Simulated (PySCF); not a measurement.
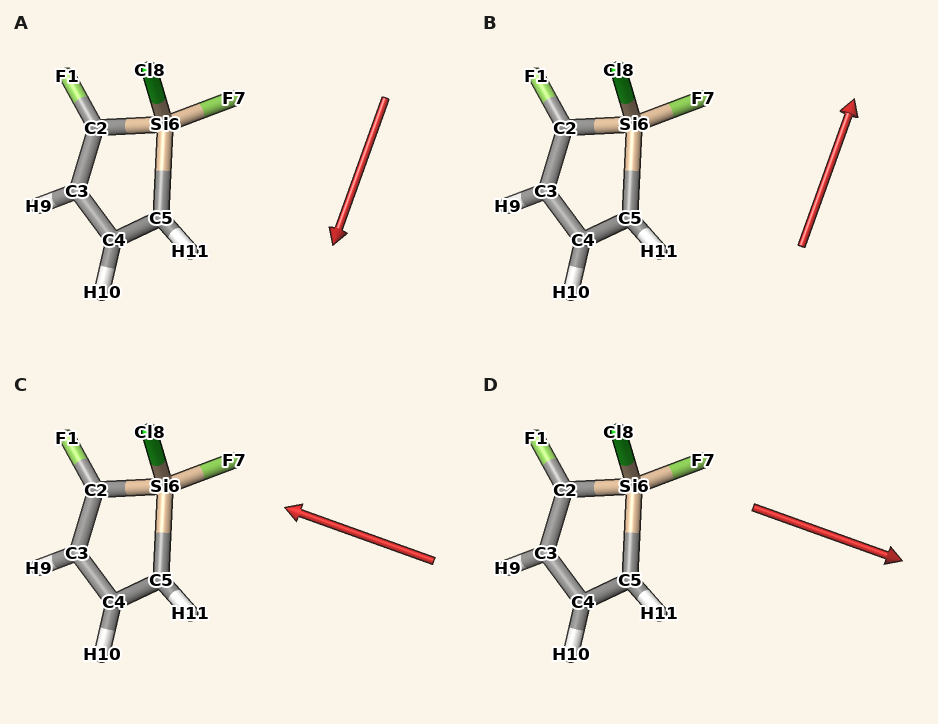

The same molecule four times, each with an arrow. The geometry was computed by an optimisation with GFN2-xTB. No frequency run is at hand to confirm it as a minimum. Level of theory: PBE0/def2-SVPD, gas phase (PySCF 2.14.0).

**Which arrow points along the dipole moment, from the negative to the positive end?**

A. The dipole moment is 2.62 D; it points from the side of F7 to the side of H10 (the outermost atoms at the two ends).

The geometry is semi-empirical. Around Si such bond lengths and angles can be off by a tenth of an ångström or more and by several degrees, and values that hang on the shape move with them.
